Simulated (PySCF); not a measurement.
# C3H9Cl3Si2: NMR shifts at several levels of theory, part 2 of 2

PySCF 2.14.0. Atoms count from 0. The steps go on from the part before.

### Step 6. NMR shieldings: KT3/pcSseg-1

Job settings and geometry (Å):

```
{"job": {"kind": "nmr", "xc": "KT3", "basis": "pcSseg-1", "pop": false}, "charge": 0, "multiplicity": 1}
C     -0.065997     1.958791     0.137750
Si    -0.209365     0.086919     0.085301
C     -1.574730    -0.488115    -1.068744
C     -0.377620    -0.655931     1.802381
Si     1.796625    -0.725627    -0.783069
Cl     3.391580    -0.229857     0.439317
Cl     2.192658     0.037059    -2.665270
Cl     1.750957    -2.788411    -0.943502
H      0.807506     2.264977     0.733605
H     -0.965269     2.406663     0.590234
H      0.050192     2.370315    -0.876537
H     -1.416005    -0.099393    -2.086272
H     -1.600001    -1.587357    -1.122802
H     -2.558027    -0.138322    -0.715517
H     -1.335012    -0.363536     2.262736
H      0.438592    -0.312541     2.456262
H     -0.339664    -1.755198     1.756853
```

Method: GIAO KT3/pcSseg-1 NMR shielding, non-relativistic, gas phase.

Standard output:

```text
coarse grid: 16960 points
cycle   1  E = -2095.0046617191  dE =  4.473e-01  |g| = 7.947e-01  |ddm| = 3.798e+00
cycle   2  E = -2094.7804411473  dE =  2.242e-01  |g| = 1.189e+00  |ddm| = 2.089e+00
cycle   3  E = -2095.1606937875  dE = -3.803e-01  |g| = 1.604e-01  |ddm| = 1.445e+00
cycle   4  E = -2095.1678076296  dE = -7.114e-03  |g| = 4.125e-02  |ddm| = 2.570e-01
cycle   5  E = -2095.1682300457  dE = -4.224e-04  |g| = 1.530e-02  |ddm| = 6.512e-02
cycle   6  E = -2095.1682902309  dE = -6.019e-05  |g| = 2.509e-03  |ddm| = 2.400e-02
cycle   7  E = -2095.1682917320  dE = -1.501e-06  |g| = 6.805e-04  |ddm| = 5.039e-03
final grid: 141064 points
cycle   8  E = -2095.2261288954  dE = -2.970e-04  |g| = 2.971e-02  |ddm| = 6.092e-02
cycle   9  E = -2095.2261073730  dE =  2.152e-05  |g| = 2.295e-02  |ddm| = 4.962e-02
cycle  10  E = -2095.2261893417  dE = -8.197e-05  |g| = 8.092e-03  |ddm| = 3.811e-02
cycle  11  E = -2095.2262076061  dE = -1.826e-05  |g| = 1.292e-03  |ddm| = 1.177e-02
cycle  12  E = -2095.2262080907  dE = -4.846e-07  |g| = 2.450e-04  |ddm| = 1.940e-03
cycle  13  E = -2095.2262081063  dE = -1.560e-08  |g| = 7.011e-05  |ddm| = 3.396e-04
cycle  14  E = -2095.2262081076  dE = -1.241e-09  |g| = 6.043e-06  |ddm| = 7.452e-05
cycle  15  E = -2095.2262081076  dE = -5.002e-12  |g| = 2.605e-06  |ddm| = 1.251e-05
converged SCF energy = -2095.2262081076

GIAO shielding tensors (ppm)
atom      isotropic    diamagn.    paramagn.     s11        s22        s33       span
  0 C      185.498     254.242     -68.744    182.759    184.823    188.914      6.154
  1 Si     371.614     884.514    -512.899    349.906    382.001    382.937     33.031
  2 C      185.476     254.249     -68.773    183.050    184.523    188.856      5.806
  3 C      185.365     254.321     -68.956    183.060    184.289    188.746      5.686
  4 Si     319.758     877.620    -557.861    311.890    312.894    334.491     22.601
  5 Cl     794.690    1150.246    -355.557    661.427    782.181    940.460    279.033
  6 Cl     794.813    1150.188    -355.375    661.665    781.642    941.130    279.466
  7 Cl     795.179    1150.256    -355.077    661.877    783.300    940.360    278.484
  8 H       31.010      31.273      -0.263     26.318     29.825     36.887     10.569
  9 H       31.163      30.736       0.426     26.812     28.199     38.477     11.664
 10 H       31.037      31.257      -0.220     26.477     29.582     37.052     10.576
 11 H       31.035      31.256      -0.221     26.428     29.679     36.999     10.571
 12 H       31.005      31.282      -0.277     26.345     29.764     36.906     10.561
 13 H       31.171      30.742       0.429     26.820     28.193     38.499     11.678
 14 H       31.177      30.776       0.401     26.824     28.191     38.516     11.692
 15 H       31.024      31.313      -0.289     26.452     29.654     36.966     10.514
 16 H       31.000      31.305      -0.305     26.294     29.877     36.829     10.535
```

Wall time 55 s (1 thread, shared host).

In short: δ C0 -3.1, Si4 45.7, Si1 -6.1, Cl5 140, H8 0.25 ppm (means over like atoms).

### Step 7. Nuclear shieldings: KT2/pcSseg-1

Settings changed since step 6:

```diff
@@ -1,2 +1,2 @@
-{"job": {"kind": "nmr", "xc": "KT3", "basis": "pcSseg-1", "pop": false}, "charge": 0, "multiplicity": 1}
+{"job": {"kind": "nmr", "xc": "KT2", "basis": "pcSseg-1", "pop": false}, "charge": 0, "multiplicity": 1}
 C     -0.065997     1.958791     0.137750
```

Level: GIAO KT2/pcSseg-1 NMR shielding, non-relativistic, gas phase.

Standard output:

```text
coarse grid: 16960 points
cycle   1  E = -2096.5674473030  dE =  4.712e-01  |g| = 7.590e-01  |ddm| = 3.785e+00
cycle   2  E = -2096.3565220496  dE =  2.109e-01  |g| = 1.146e+00  |ddm| = 1.993e+00
cycle   3  E = -2096.7087220104  dE = -3.522e-01  |g| = 1.550e-01  |ddm| = 1.392e+00
cycle   4  E = -2096.7153057964  dE = -6.584e-03  |g| = 4.088e-02  |ddm| = 2.539e-01
cycle   5  E = -2096.7157317508  dE = -4.260e-04  |g| = 1.464e-02  |ddm| = 6.448e-02
cycle   6  E = -2096.7157874094  dE = -5.566e-05  |g| = 2.430e-03  |ddm| = 2.401e-02
cycle   7  E = -2096.7157887615  dE = -1.352e-06  |g| = 6.461e-04  |ddm| = 4.793e-03
final grid: 141064 points
cycle   8  E = -2096.7859879762  dE = -2.295e-04  |g| = 2.915e-02  |ddm| = 4.807e-02
cycle   9  E = -2096.7858996894  dE =  8.829e-05  |g| = 2.853e-02  |ddm| = 5.279e-02
cycle  10  E = -2096.7860722240  dE = -1.725e-04  |g| = 7.641e-03  |ddm| = 4.072e-02
cycle  11  E = -2096.7860882391  dE = -1.602e-05  |g| = 1.184e-03  |ddm| = 1.018e-02
cycle  12  E = -2096.7860886294  dE = -3.904e-07  |g| = 2.981e-04  |ddm| = 1.834e-03
cycle  13  E = -2096.7860886539  dE = -2.452e-08  |g| = 6.106e-05  |ddm| = 4.449e-04
cycle  14  E = -2096.7860886548  dE = -8.426e-10  |g| = 9.808e-06  |ddm| = 7.730e-05
converged SCF energy = -2096.7860886548

GIAO shielding tensors (ppm)
atom      isotropic    diamagn.    paramagn.     s11        s22        s33       span
  0 C      186.533     254.840     -68.306    183.283    185.807    190.510      7.227
  1 Si     365.476     885.120    -519.644    346.872    374.313    375.244     28.372
  2 C      186.512     254.845     -68.332    183.591    185.492    190.453      6.861
  3 C      186.383     254.905     -68.522    183.599    185.213    190.336      6.737
  4 Si     311.279     878.232    -566.953    303.593    304.540    325.704     22.111
  5 Cl     773.624    1150.128    -376.504    635.569    763.216    922.087    286.518
  6 Cl     773.703    1150.071    -376.368    635.771    762.557    922.781    287.010
  7 Cl     774.171    1150.138    -375.967    636.069    764.461    921.984    285.915
  8 H       30.863      31.098      -0.235     26.081     29.639     36.870     10.789
  9 H       31.003      30.535       0.468     26.570     27.992     38.447     11.877
 10 H       30.890      31.081      -0.191     26.237     29.391     37.040     10.803
 11 H       30.887      31.077      -0.190     26.188     29.489     36.984     10.796
 12 H       30.859      31.111      -0.252     26.110     29.576     36.890     10.780
 13 H       31.011      30.540       0.471     26.579     27.985     38.471     11.892
 14 H       31.016      30.571       0.445     26.582     27.981     38.486     11.904
 15 H       30.877      31.138      -0.261     26.217     29.464     36.951     10.734
 16 H       30.852      31.129      -0.277     26.059     29.688     36.810     10.751
```

Wall time 51 s (1 thread, shared host).

Key values: δ C0 -3.3, Si4 49.8, Si1 -4.4, Cl5 169, H8 0.26 ppm (means over like atoms).

### Step 8. Shielding tensors: LDA/pcSseg-1

Settings changed since step 7:

```diff
@@ -1,2 +1,2 @@
-{"job": {"kind": "nmr", "xc": "KT2", "basis": "pcSseg-1", "pop": false}, "charge": 0, "multiplicity": 1}
+{"job": {"kind": "nmr", "xc": "LDA", "basis": "pcSseg-1", "pop": false}, "charge": 0, "multiplicity": 1}
 C     -0.065997     1.958791     0.137750
```

Level: GIAO LDA/pcSseg-1 NMR shielding, non-relativistic, gas phase.

Standard output:

```text
coarse grid: 16960 points
cycle   1  E = -2071.3926361498  dE =  4.438e-01  |g| = 8.313e-01  |ddm| = 3.841e+00
cycle   2  E = -2071.0639639085  dE =  3.287e-01  |g| = 1.365e+00  |ddm| = 2.129e+00
cycle   3  E = -2071.5639540037  dE = -5.000e-01  |g| = 1.392e-01  |ddm| = 1.539e+00
cycle   4  E = -2071.5692225973  dE = -5.269e-03  |g| = 5.688e-02  |ddm| = 2.679e-01
cycle   5  E = -2071.5700245829  dE = -8.020e-04  |g| = 1.968e-02  |ddm| = 8.540e-02
cycle   6  E = -2071.5701218522  dE = -9.727e-05  |g| = 3.518e-03  |ddm| = 3.231e-02
cycle   7  E = -2071.5701242497  dE = -2.397e-06  |g| = 1.136e-03  |ddm| = 6.590e-03
final grid: 141064 points
cycle   8  E = -2071.5752055075  dE = -2.646e-05  |g| = 3.988e-03  |ddm| = 2.569e-02
cycle   9  E = -2071.5751992118  dE =  6.296e-06  |g| = 6.391e-03  |ddm| = 8.541e-03
cycle  10  E = -2071.5752094906  dE = -1.028e-05  |g| = 3.403e-04  |ddm| = 5.649e-03
cycle  11  E = -2071.5752095226  dE = -3.203e-08  |g| = 1.133e-04  |ddm| = 7.595e-04
cycle  12  E = -2071.5752095259  dE = -3.289e-09  |g| = 2.548e-05  |ddm| = 1.782e-04
cycle  13  E = -2071.5752095260  dE = -1.219e-10  |g| = 1.183e-05  |ddm| = 4.124e-05
converged SCF energy = -2071.5752095260

GIAO shielding tensors (ppm)
atom      isotropic    diamagn.    paramagn.     s11        s22        s33       span
  0 C      184.818     254.735     -69.917    180.787    183.561    190.107      9.320
  1 Si     321.383     883.282    -561.899    303.058    330.048    331.043     27.985
  2 C      184.794     254.741     -69.947    181.130    183.210    190.042      8.912
  3 C      184.645     254.805     -70.160    181.128    182.894    189.914      8.785
  4 Si     257.655     876.496    -618.840    248.646    249.663    274.656     26.010
  5 Cl     739.649    1147.797    -408.148    589.915    732.301    896.731    306.816
  6 Cl     739.719    1147.743    -408.025    590.124    731.637    897.395    307.272
  7 Cl     740.258    1147.805    -407.548    590.475    733.631    896.667    306.192
  8 H       30.522      30.570      -0.048     25.646     29.226     36.693     11.047
  9 H       30.651      30.052       0.598     26.115     27.620     38.217     12.102
 10 H       30.549      30.554      -0.005     25.805     28.979     36.864     11.059
 11 H       30.547      30.550      -0.004     25.755     29.076     36.808     11.053
 12 H       30.517      30.583      -0.066     25.676     29.163     36.712     11.036
 13 H       30.660      30.058       0.602     26.124     27.614     38.242     12.118
 14 H       30.666      30.090       0.576     26.129     27.610     38.258     12.130
 15 H       30.536      30.612      -0.076     25.786     29.050     36.772     10.987
 16 H       30.511      30.603      -0.092     25.626     29.273     36.633     11.006
```

Run time: 40 s. Hardware: 1 thread, shared host.

Key values: δ C0 -4.0, Si4 60.7, Si1 -3.0, Cl5 205, H8 0.25 ppm (means over like atoms).

### Step 9. Side by side: NMR shifts

Shifts (ppm), means over like atoms, with basis size and wall time:

| run | C0 | H8 | Si4 | Si1 | Cl5 | functions | time |
| --- | --- | --- | --- | --- | --- | --- | --- |
| B97-D/pcSseg-1 | -3.4 | 0.25 | 50.5 | -4.1 | 142 | 216 | 53 s |
| WP04/pcSseg-1 | -2.9 | 0.28 | 53.2 | -0.4 | 103 | 216 | 39 s |
| BHandHLYP/pcSseg-1 | -4.4 | 0.23 | 50.8 | -6.1 | 109 | 216 | 40 s |
| KT3/pcSseg-1 | -3.1 | 0.25 | 45.7 | -6.1 | 140 | 216 | 55 s |
| KT2/pcSseg-1 | -3.3 | 0.26 | 49.8 | -4.4 | 169 | 216 | 51 s |
| LDA/pcSseg-1 | -4.0 | 0.25 | 60.7 | -3.0 | 205 | 216 | 40 s |
| measured | – | – | 17.5 | -7.2 | – | – | – |

Measured: solution; U. Herzog, Habilitationsschrift, TU Bergakademie Freiberg, 2002/2003.

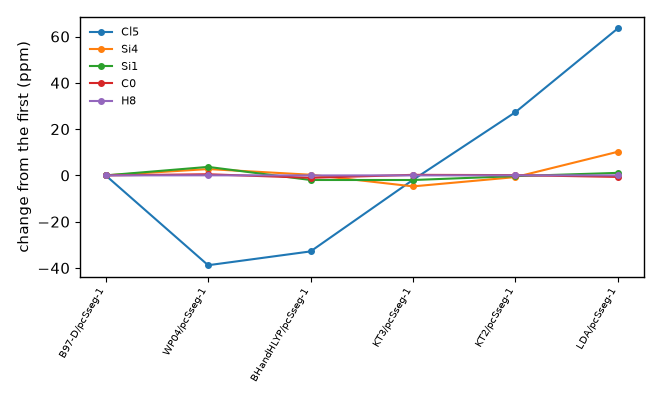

How the tabulated atoms move from run to run.

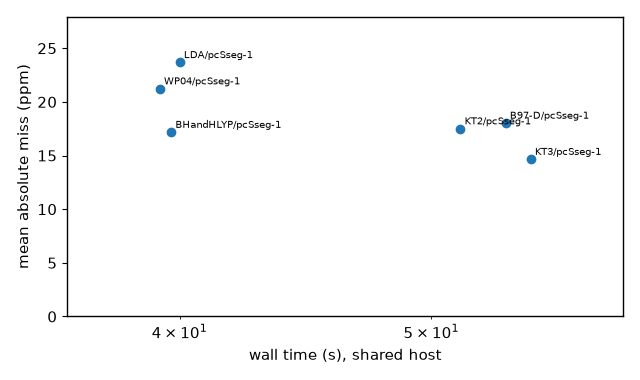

Cost against miss for the 2 measured ²⁹Si shifts.

### Step 10. What came out

What follows sums up all 2 parts.

| quantity | value |
| --- | --- |
| point group | C3 |
| rotational constants (main isotopes) | 0.91, 0.63, 0.63 GHz |
| ¹³C shifts against TMS (B97-D/pcSseg-1, means over atoms taken as alike) | -3.4 ppm |
| ¹H shifts against TMS (B97-D/pcSseg-1, means over atoms taken as alike) | 0.25 ppm |
| ²⁹Si shifts against TMS (B97-D/pcSseg-1) | 50.5, -4.1 ppm |
| ³⁵Cl shifts against HCl (B97-D/pcSseg-1, means over atoms taken as alike) | 142 ppm |
| measured, and computed on the same scale | Si4 δ 17.5, 50.5; Si1 δ -7.2, -4.1 ppm |
| range of the shift of Cl5 | 103 to 205 ppm |

In words: Single values in the summary come from the first run of each kind that ended normally (B97-D/pcSseg-1), which need not be the best level. The optimisation took 4 steps and gained 0.135 eV; among the close pairs (by a distance rule), Si4–Cl6 changed most, from 2.038 to 2.069 Å. At B97-D/pcSseg-1: The largest span, 290 ppm, is at Cl5, Cl6, Cl7, where the paramagnetic term is -366 ppm. Against the measured ²⁹Si shifts the unscaled results are off by 18.0 ppm on average (signed mean +18.0, 2 signals). Vibration, temperature and solvent are missing from the calculation, and it holds one conformer, so part of the miss against the measured shifts is not the functional's. In ppm, Cl5 (with its like atoms) moves most: its shift spreads over 102 ppm, from 103 (WP04/pcSseg-1) to 205 (LDA/pcSseg-1). Part of that comes from the computed reference. For the 2 measured ²⁹Si shifts, KT3/pcSseg-1 misses least (14.7 ppm, 55 s) and LDA/pcSseg-1 most (23.7 ppm, 40 s); the quickest, WP04/pcSseg-1, misses by 21.2 ppm in 39 s. One molecule ranks no method: errors cancel, and vibration and temperature are missing from all runs.
